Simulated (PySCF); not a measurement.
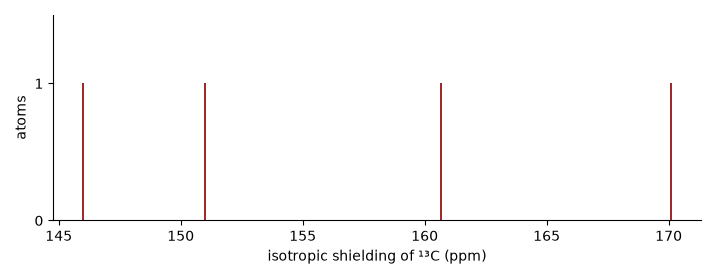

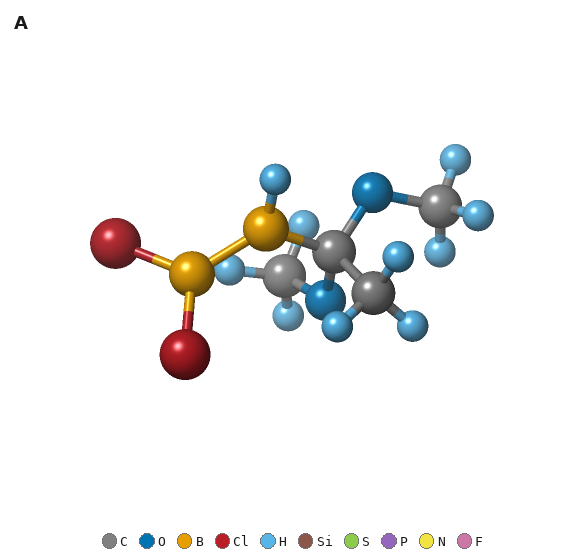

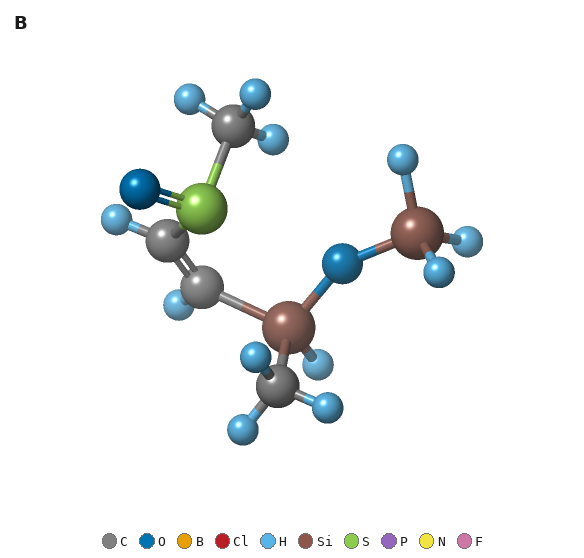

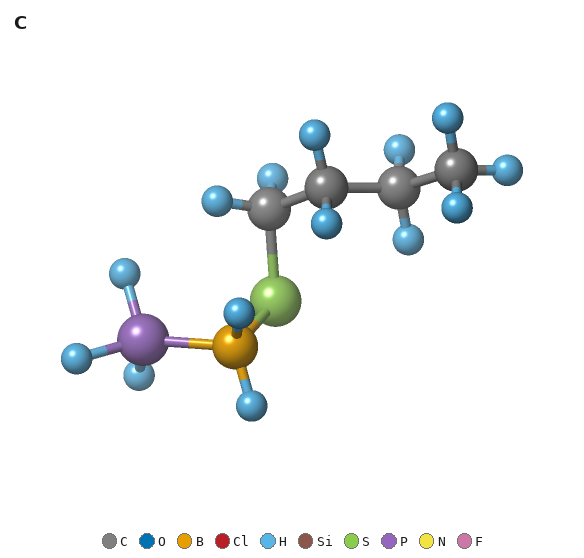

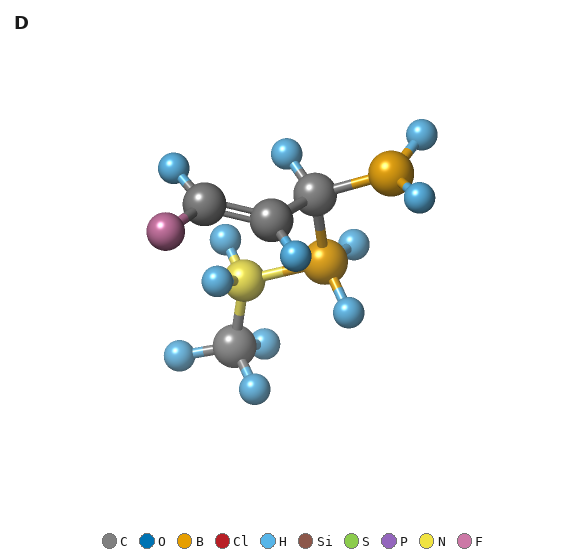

The sticks are computed shieldings of one of the molecules, for one fixed geometry (GFN2-xTB) without averaging over rotations. Low shielding means a high chemical shift. Method: GIAO PBE0/pcSseg-1 NMR shielding, non-relativistic, gas phase (PySCF 2.14.0).

Which molecule gives this pattern?

C, `CCCCS[BH2-][PH3+]`. Its 4 C atoms give lines at 146.0, 151.0, 160.7, 170.1 ppm.

The geometry is semi-empirical. Around B, P, Si such bond lengths and angles can be off by a tenth of an ångström or more and by several degrees, and values that hang on the shape move with them.
